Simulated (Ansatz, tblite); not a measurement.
# Ga6Sb5 wurtzite ring sphere (Ga6Sb5H18−): spin-state energies by level

Aim: set other spin states of Ga6Sb5 wurtzite ring sphere (Ga6Sb5H18−) against its singlet, on many levels of theory.

Method: as each input shows; program: Ansatz 0.2.0, Gaussian basis.

Levels to be run: triplet, at the geometry of the singlet (GFN1-xTB, PBE0-D4/def2-TZVP, PBE-D4/def2-TZVP); the singlet's energies come from earlier runs.

5 further runs of the same task are left out: 5 set aside as unsound or not needed. Runs told in other sessions of the task aren't counted.

## 1. The geometry

The singlet was relaxed beforehand with PBE-D4/def2-SVP.

29 atoms, charge -1, spin multiplicity 1.

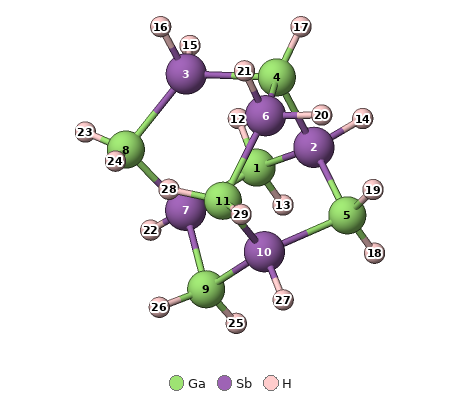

The structure; gallium green, antimony purple, hydrogen pink; atoms are numbered from 1 in the order of the file.

Geometry (Å):

```xyz
29
charge -1, multiplicity 1
Ga    0.2023   -2.6122   -2.0649
Sb   -1.8783   -1.0854   -1.2648
Sb    0.2085   -2.2660    2.1844
Ga   -2.1400   -1.2361    1.3712
Ga   -2.1648    1.4793   -2.0662
Sb   -1.8600    1.3128    2.1841
Sb    2.2240   -1.0836   -1.1631
Ga    2.6919   -1.3714    1.4521
Ga    2.4467    1.4156   -2.1428
Sb    0.1691    2.4680   -1.1646
Ga    0.1603    3.0109    1.4517
H     0.1481   -3.9664   -1.2290
H     0.2116   -2.6343   -3.6524
H    -3.3138   -1.9160   -1.7460
H     0.0579   -3.9373    1.8149
H     0.0724   -2.4815    3.8937
H    -3.3878   -1.9592    2.0326
H    -2.1790    1.4954   -3.6536
H    -3.3662    2.1085   -1.2318
H    -3.3816    2.0190    1.8123
H    -2.1165    1.3037    3.8931
H     3.5953   -1.9110   -1.8069
H     3.6611   -2.5899    1.7684
H     2.7925    0.0005    2.2369
H     2.3237    1.3402   -3.7255
H     3.6824    2.1306   -1.4456
H     0.1348    4.0704   -1.8053
H     1.3991    2.4055    2.2308
H    -0.4034    4.4609    1.7744
```

Sb takes a core potential in the def2 sets. No spin-orbit coupling is included. The ion is computed in the gas phase, without counter-ions or solvent.

## 2. Triplet at the fixed geometry, GFN1-xTB

Tight binding, by tblite at 300 K electronic temperature and without a spin-polarisation term:

```python
tblite.interface.Calculator('GFN1-xTB', numbers, positions, charge=-1, uhf=2).singlepoint()
```

Energy -831.3975 eV; 0.12 s.

## 3. Triplet at the fixed geometry, PBE0-D4/def2-TZVP

in.yaml reads:

```yaml
crystal:
  periodic: [false, false, false]
  atoms:
    - {symbol: Ga, position_ang: [0.202342, -2.612157, -2.064905]}
    - {symbol: Sb, position_ang: [-1.878325, -1.085363, -1.264837]}
    - {symbol: Sb, position_ang: [0.208490, -2.266021, 2.184416]}
    - {symbol: Ga, position_ang: [-2.140036, -1.236057, 1.371234]}
    - {symbol: Ga, position_ang: [-2.164803, 1.479255, -2.066222]}
    - {symbol: Sb, position_ang: [-1.860004, 1.312848, 2.184117]}
    - {symbol: Sb, position_ang: [2.223998, -1.083560, -1.163096]}
    - {symbol: Ga, position_ang: [2.691884, -1.371445, 1.452092]}
    - {symbol: Ga, position_ang: [2.446734, 1.415586, -2.142843]}
    - {symbol: Sb, position_ang: [0.169135, 2.468026, -1.164619]}
    - {symbol: Ga, position_ang: [0.160296, 3.010922, 1.451729]}
    - {symbol: H, position_ang: [0.148127, -3.966430, -1.229018]}
    - {symbol: H, position_ang: [0.211592, -2.634310, -3.652352]}
    - {symbol: H, position_ang: [-3.313819, -1.915986, -1.746024]}
    - {symbol: H, position_ang: [0.057874, -3.937277, 1.814938]}
    - {symbol: H, position_ang: [0.072378, -2.481543, 3.893685]}
    - {symbol: H, position_ang: [-3.387770, -1.959159, 2.032604]}
    - {symbol: H, position_ang: [-2.178953, 1.495406, -3.653609]}
    - {symbol: H, position_ang: [-3.366232, 2.108459, -1.231806]}
    - {symbol: H, position_ang: [-3.381574, 2.018978, 1.812272]}
    - {symbol: H, position_ang: [-2.116538, 1.303749, 3.893150]}
    - {symbol: H, position_ang: [3.595347, -1.911016, -1.806852]}
    - {symbol: H, position_ang: [3.661107, -2.589885, 1.768425]}
    - {symbol: H, position_ang: [2.792541, 0.000500, 2.236946]}
    - {symbol: H, position_ang: [2.323711, 1.340187, -3.725472]}
    - {symbol: H, position_ang: [3.682390, 2.130634, -1.445638]}
    - {symbol: H, position_ang: [0.134846, 4.070442, -1.805333]}
    - {symbol: H, position_ang: [1.399126, 2.405545, 2.230800]}
    - {symbol: H, position_ang: [-0.403363, 4.460874, 1.774417]}
basis:
  gaussian: {orbitals: def2-TZVP, fitting: {mean_field: def2-universal-jkfit}}
total_charge: -1
magnetization: {spin_polarized: true, initial_magnetization: 2}
hamiltonian: {xc: pbe0, dispersion: d4}
scf: {omitted_lower_state_checks: [starts]}
output: {orbitals: {seedname: orbitals}}
```

On the command line:

```
$ ansatz run in.yaml --threads 2 --pin off --events-out ev --progress --plain --max-ram 32768MiB --backend cuda --devices 0, --max-vram 18GiB
```

The program printed:

```text
Functional definition: PBE0
  name "PBE0"
  cite "Adamo & Barone, J. Chem. Phys. 110, 6158 (1999) doi:10.1063/1.478522"
  cite "Perdew, Burke & Ernzerhof, Phys. Rev. Lett. 77, 3865 (1996) doi:10.1103/PhysRevLett.77.3865"
  parent pbe
  parameter a = 0.25
  parameter kappa = 0.804
  parameter beta = 0.06672455060314922
  exchange = (1 - a)*pbe_x(kappa = kappa, mu = beta*pi^2/3) + a*exact_x
  correlation = pbe_c(beta = beta)
these checks for a lower state are left out or cut short: starts
3010 factors; integrals over basis functions are off by at most 6.9e-1 eV
mean field evaluation 1: about -347207.0395 eV, gradient 4.4e1 eV
mean field evaluation 2: about -347198.0777 eV, gradient 6.6e1 eV
mean field evaluation 4: about -347212.0854 eV, gradient 6.8e0 eV
mean field evaluation 8: about -347212.4485 eV, gradient 6.7e-1 eV
mean field evaluation 16: about -347212.4569 eV, gradient 1.6e0 eV
mean field -347212.48578276 eV, -12759.8235034408 hartree, gradient 7.0e-6 eV, S^2 2.008906; 0 other end points of the search recorded, 0 dependent functions left out
reference -347212.48585803 eV, -12759.8235062069 hartree; 161, 159 occupied and 485, 487 virtual orbitals, 3010 factors
Total energy: -347214.33079828 eV, -12759.8913065105 hartree
Checks for a lower state left out: starts
```

Run time: 16 s. Hardware: 1 × H100 (card shared with other runs) with 2 threads of AMD EPYC 7R13, shared host; peak host memory 1.3 GiB.

From the report: HOMO 0.16 eV, LUMO -2.81 eV (over both spins; with the spin held, an empty level of the minority spin lies below the top filled one); ⟨S²⟩ 2.009 (pure: 2.00). Doubts: highest occupied level lies above zero.

## 4. Triplet at the fixed geometry, PBE-D4/def2-TZVP

start.molden holds the orbitals of an earlier run on this state, given as this run's starting guess.

in.yaml, as its differences from that of step 3:

```diff
@@ -33,6 +33,6 @@
 basis:
-  gaussian: {orbitals: def2-TZVP, fitting: {mean_field: def2-universal-jkfit}}
+  gaussian: {orbitals: def2-TZVP, fitting: {mean_field: def2-universal-jkfit}, initial_orbitals: start.molden}
 total_charge: -1
 magnetization: {spin_polarized: true, initial_magnetization: 2}
-hamiltonian: {xc: pbe0, dispersion: d4}
+hamiltonian: {xc: pbe, dispersion: d4}
 scf: {omitted_lower_state_checks: [starts]}
```

The command is unchanged.

The program printed:

```text
Functional definition: PBE
  name "PBE"
  cite "Perdew, Burke & Ernzerhof, Phys. Rev. Lett. 77, 3865 (1996) doi:10.1103/PhysRevLett.77.3865"
  parent pbe
  parameter kappa = 0.804
  parameter beta = 0.06672455060314922
  exchange = pbe_x(kappa = kappa, mu = beta*pi^2/3)
  correlation = pbe_c(beta = beta)
these checks for a lower state are left out or cut short: starts
3010 factors; integrals over basis functions are off by at most 6.9e-1 eV
mean field evaluation 1: about -347203.4957 eV, gradient 1.5e1 eV
mean field evaluation 2: about -347204.0765 eV, gradient 6.9e-1 eV
mean field evaluation 4: about -347204.1143 eV, gradient 1.5e-1 eV
mean field evaluation 8: about -347204.1189 eV, gradient 1.4e-2 eV
mean field evaluation 16: about -347204.1191 eV, gradient 2.6e-3 eV
mean field -347204.11906474 eV, -12759.5160322245 hartree, gradient 3.0e-6 eV, S^2 2.003332; 0 other end points of the search recorded, 0 dependent functions left out
reference -347204.11916561 eV, -12759.5160359314 hartree; 161, 159 occupied and 485, 487 virtual orbitals, 3010 factors
Total energy: -347206.14195973 eV, -12759.5903722443 hartree
Checks for a lower state left out: starts
```

Wall time 13 s (1 × H100 (card shared with other runs) with 2 threads of AMD EPYC 7R13, shared host); peak host memory 1.3 GiB.

Report: HOMO 0.57 eV, LUMO -3.05 eV (over both spins; with the spin held, an empty level of the minority spin lies below the top filled one); ⟨S²⟩ 2.003 (pure: 2.00). Doubts: highest occupied level lies above zero.

## 5. Triplet less singlet, vertical

The singlet's energies are those of its earlier runs, whose logs aren't repeated here.

```csv
level,"triplet less singlet, vertical (eV)",time
GFN1-xTB,+3.633,0.21 s
PBE-D4/def2-TZVP,+3.653,20 s
PBE0-D4/def2-TZVP,+4.118,25 s
```

Times add the two runs; a level without a time comes out of a correlated run. Tight binding without a spin term can't rank spin states.

## 6. What came out

```
                                                quantity                                   value
triplet less singlet, vertical, functionals in def2-TZVP  +3.653 (PBE-D4) to +4.118 eV (PBE0-D4)
```

**Reading.** All functionals put the triplet above the singlet, over a spread of 0.466 eV. The checks for a lower triplet were left out, so another state of that spin may lie lower. These are electronic energies, without zero-point motion, entropy or surroundings.

The anion's highest level is positive in at least one run, so there the basis alone may hold the extra electron.
